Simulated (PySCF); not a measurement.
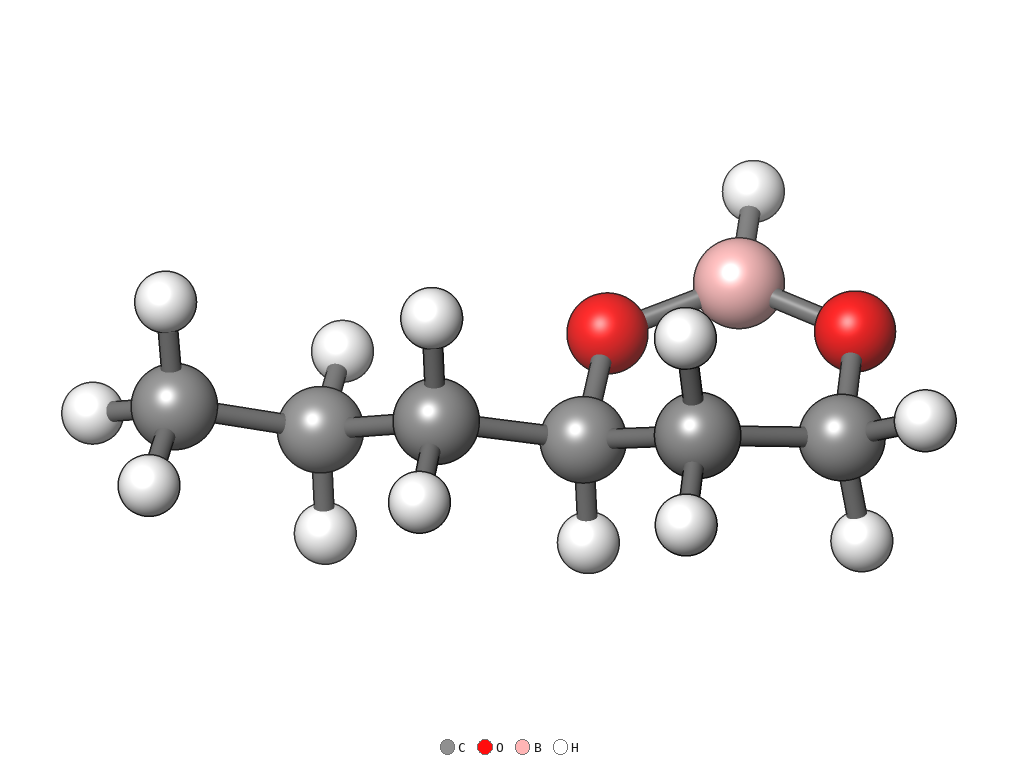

Rendered structure (ball-and-stick style). Every bond is drawn as one stick, whatever its order.

Computed geometry: PBE0-D3(BJ)/def2-SVP optimisation. No frequency run is at hand to confirm it as a minimum.

Description:

Formula C₆H₁₃BO₂. SMILES: `CCC[C@@H]1CCOBO1`. Independent rings (smallest set): 1 of 6 members. Among its groups: B–H bond. This geometry has C1 symmetry. Coordination: 6 C tetrahedral; 2 O bent; 1 B trigonal planar.

More results for the same structure follow; atom numbers are the same in all pictures, views and colours differ.

NMR shielding

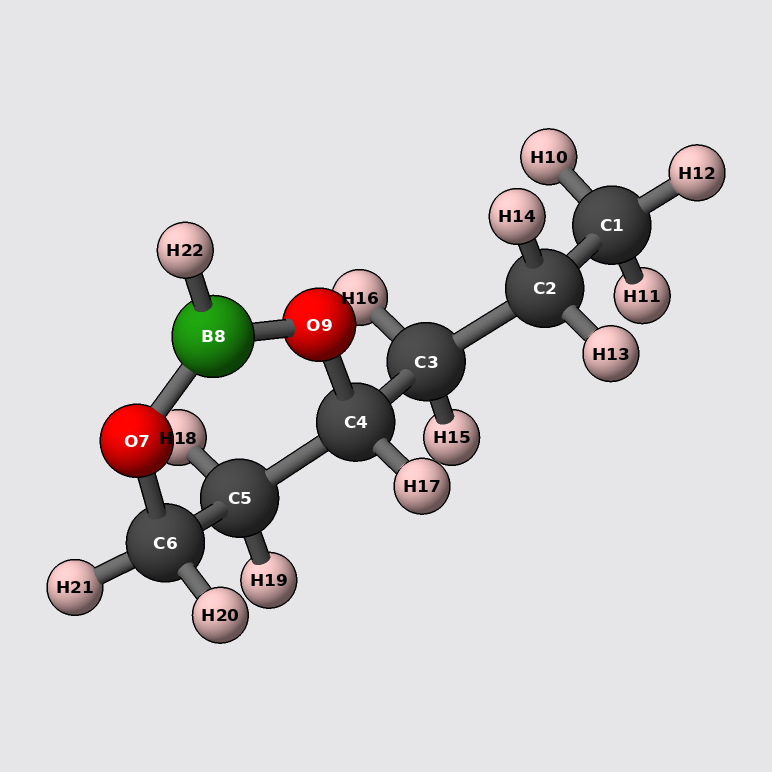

No frequency run is at hand to confirm it as a minimum. Properties computed with GIAO PBE0/pcSseg-1 NMR shielding, non-relativistic, IEF-PCM dimethylsulfoxide (PySCF 2.14.0). Principal shieldings σ11 ≤ σ22 ≤ σ33, span Ω = σ33 − σ11, skew κ = 3(σiso − σ22)/Ω.

Give the shielding tensors of the B atoms.

| atom | σ11 | σ22 | σ33 | σiso | Ω | κ |
| --- | --- | --- | --- | --- | --- | --- |
| B8 | 59.8 | 78.1 | 93.9 | 77.3 | 34.1 | −0.07 |

Shieldings and span in ppm.

Electronic properties

No frequency run is at hand to confirm it as a minimum. Properties computed with PBE0/pcSseg-1, gas phase (PySCF 2.14.0).

Predict the main results.

- dipole moment: 3.01 D
- HOMO energy (Kohn–Sham orbital): −8.27 eV
- LUMO energy (Kohn–Sham orbital): 0.81 eV
- HOMO–LUMO gap: 9.08 eV

Ring current

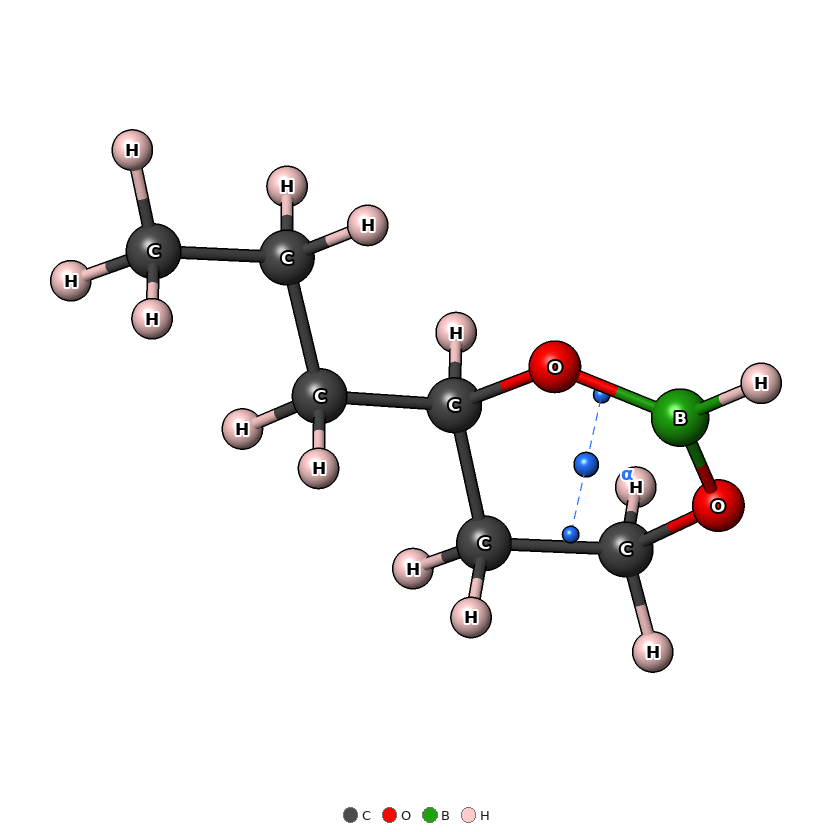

The small points mark where nucleus-independent chemical shifts (NICS) were computed: at the centre of each lettered ring and 1 Å above and below it. No frequency run is at hand to confirm it as a minimum. Level of theory: GIAO B3LYP/pcSseg-1 NMR shielding, non-relativistic, gas phase (PySCF 2.14.0).

Give NICS(0), NICS(1) and the out-of-plane component NICS(1)zz for each ring (means of the two sides).

| ring | members | NICS(0) | NICS(1) | NICS(1)zz |
| --- | --- | --- | --- | --- |
| α | C3BO2 | −1.3 | −1.4 | 1.4 |

Values in ppm.

What do the values say about the ring currents?

Ring α: weak, as in a non-aromatic ring. NICS is one index among several.
